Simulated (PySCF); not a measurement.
**C$_{4}$HNO$_{3}$, SMILES `N#Cc1coc(=O)o1`: what the electrons do**

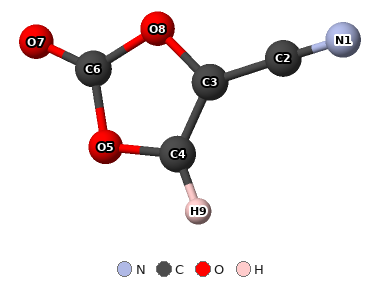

The molecule, with its atoms numbered as below. No frequency check shows the geometry to be a minimum.

Coordinates in Å:

```
N1      -3.2157   -0.4215    0.0000
C2      -2.0955   -0.1884    0.0000
C3      -0.7219    0.1150    0.0000
C4      -0.0809    1.3023    0.0000
O5       1.2509    1.0753    0.0000
C6       1.4388   -0.2802    0.0000
O7       2.4853   -0.8287    0.0000
O8       0.2263   -0.8785    0.0000
H9      -0.4333    2.3133    0.0000
```

## 1. Bonding charge

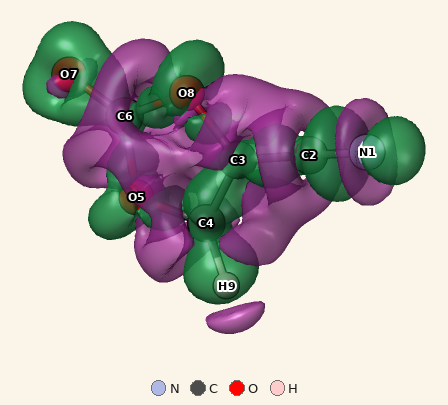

Deformation density (molecule less spherical, spin-averaged free atoms at the same positions), surfaces at ±0.05 e/Å³; green: gain, purple: loss.

Method: LDA (SVWN)/cc-pVDZ; geometry: GFN2-xTB; program: PySCF.

Question: How much density has each bond gained at its critical point, relative to the free atoms?

Answer: N1–C2: +0.81 e/Å³ at the bond critical point (bond length 1.14 Å, Mayer order 3.2). C4–H9: +0.74 e/Å³ at the bond critical point (bond length 1.07 Å, Mayer order 1.0). C3–C4: +0.64 e/Å³ at the bond critical point (bond length 1.35 Å, Mayer order 1.6). C6–O7: +0.64 e/Å³ at the bond critical point (bond length 1.18 Å, Mayer order 2.3). C2–C3: +0.49 e/Å³ at the bond critical point (bond length 1.41 Å, Mayer order 1.1). C6–O8: +0.22 e/Å³ at the bond critical point (bond length 1.35 Å, Mayer order 1.2). O5–C6: +0.21 e/Å³ at the bond critical point (bond length 1.37 Å, Mayer order 1.1). C4–O5: +0.11 e/Å³ at the bond critical point (bond length 1.35 Å, Mayer order 1.2); up to 0.6 Å beside the axis the gain reaches +0.33 e/Å³. C3–O8: +0.11 e/Å³ at the bond critical point (bond length 1.37 Å, Mayer order 1.1); up to 0.6 Å beside the axis the gain reaches +0.30 e/Å³. In all, 2.1 electrons gather in the regions of gain relative to the promolecule. A small or negative value marks a very polar bond, one between electron-rich atoms, whose free-atom densities already overlap strongly, a long bond to a heavier atom, or a closed-shell contact such as a hydrogen bond.

## 2. Bond critical points

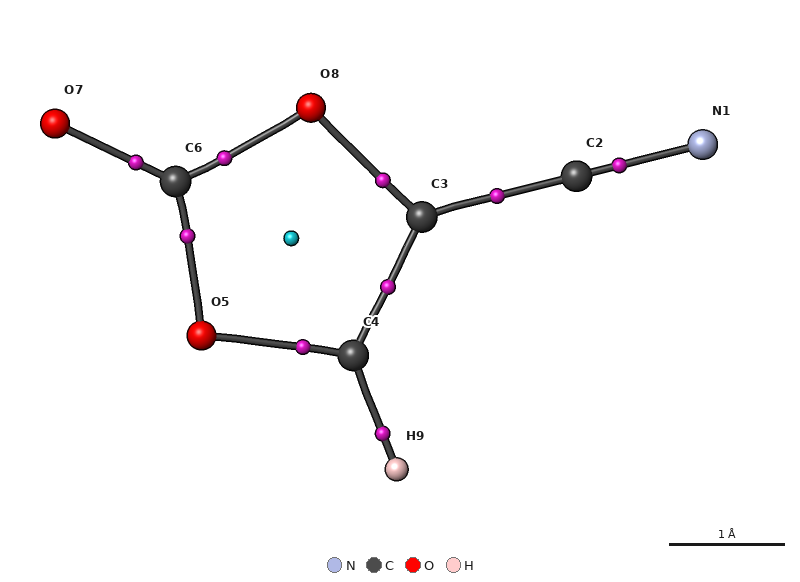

Molecular graph of the electron density (QTAIM): bond paths, bond critical points (magenta), ring points (cyan, if any); weak paths are dashed.

Question: How many critical points of each kind are there, and does the count close?

Answer: 9 nuclei, 9 bond, 1 ring and 0 cage critical points: 9 − 9 + 1 − 0 = 1, as the Poincaré–Hopf relation requires.

Question: Give the properties at the bond critical points.

Answer:
```tsv
bond	length (Å)	ρ (a.u.)	∇²ρ (a.u.)	ε	H (a.u.)
N1–C2	1.144	0.473	+0.71	0.03	−0.864
C6–O7	1.182	0.434	+0.71	0.15	−0.755
C3–C4	1.349	0.331	−0.79	0.42	−0.330
C6–O8	1.352	0.299	−0.59	0.10	−0.454
O5–C6	1.368	0.290	−0.60	0.09	−0.418
C4–O5	1.351	0.288	−0.24	0.02	−0.446
C2–C3	1.407	0.285	−0.67	0.12	−0.252
C4–H9	1.071	0.284	−1.17	0.04	−0.321
C3–O8	1.373	0.278	−0.41	0.10	−0.410
```

Question: What kind of interaction is C3–C4?

Answer: Shared-shell (covalent): ρ = 0.331, ∇²ρ = −0.79, H = −0.330 a.u. Its ellipticity of 0.42 shows that the density isn't cylindrical about the bond.

## 3. Local ionisation energy

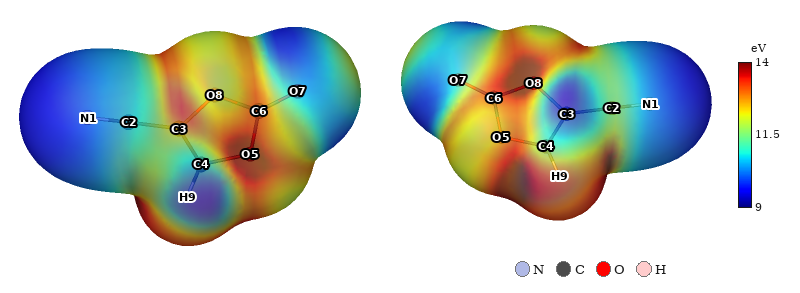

Average local ionisation energy on the surface of electron density 0.001 a.u. (back view left, front view right).

Question: Where are the most loosely bound electrons on this surface?

Answer: The lowest value is 9.5 eV, 1.8 Å from O7. Further minima include 9.5 eV, 1.8 Å from N1; 9.7 eV, off the molecular plane, over C4 (2.1 Å), and at like points elsewhere; 11.8 eV, 1.7 Å from O8. For comparison, the highest occupied orbital lies at −6.9 eV.

Question: What volume does the surface enclose, and what is the dipole moment?

Answer: About 112 Å³; the dipole moment is 2.8 D.

## 4. Localised orbitals

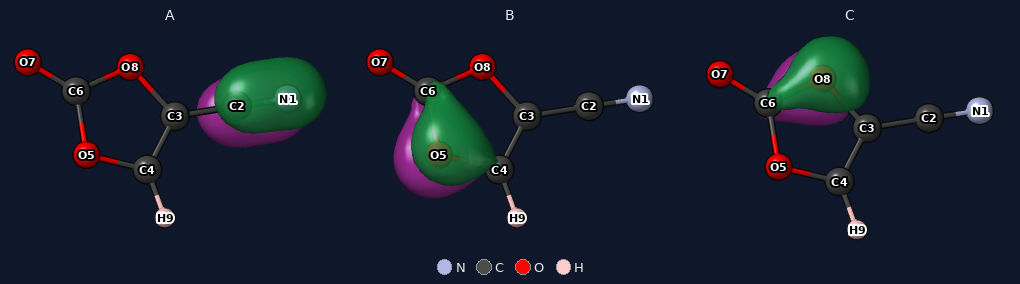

Intrinsic bond orbitals (IBO), occupied; each surface holds about 80 % of the orbital's density. Energies are diagonal elements of the Fock matrix.

Level of theory: PBE0/cc-pVDZ (PySCF), at a geometry from GFN2-xTB.

Question: Identify each orbital.

Answer: By panel:
- A: π bond N1–C2 (N1 52 %, C2 45 %; −10.8 eV)
- B: p-type lone pair on O5, partly delocalised onto C6 and C4 (O5 86 %, C6 7 %, C4 4 %; −12.9 eV)
- C: lone pair on O8, partly donated to C6 (O8 87 %, C6 7 %; −12.6 eV)

Question: How do all the valence pairs divide up?

Answer: 20 pairs: 9 σ bonds, 5 lone pairs, 4 two-centre π bonds, 1 partly delocalised lone pair and 1 strongly polarised pair.

The PySCF runs shown took 19 s and 28 s on 1 thread of Intel(R) Xeon(R) Processor @ 2.70GHz (shared host).
